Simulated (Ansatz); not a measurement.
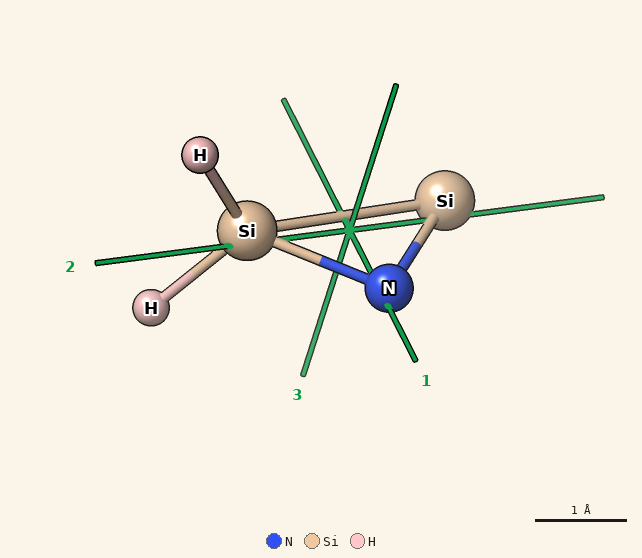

The three principal axes of inertia are drawn and numbered. Distant atoms are faded towards the background colour. Charge 0, doublet. Computed geometry: PBE0-D4/def2-TZVP optimisation. No frequency run is at hand to confirm it as a minimum. Masses are those of the most abundant isotopes; constants are for the rigid equilibrium geometry.

> Which line is the a axis (least moment of inertia), which b and which c?

a is line 2, b is line 1, c is line 3; the moments are 17.7, 94.8, 106 u Å².

> Classify the rotor and give the rotational constants (GHz).

An asymmetric top (Cs): A = 28.5, B = 5.33, C = 4.75 GHz. Ray's parameter κ is −0.95, close to the prolate limit.
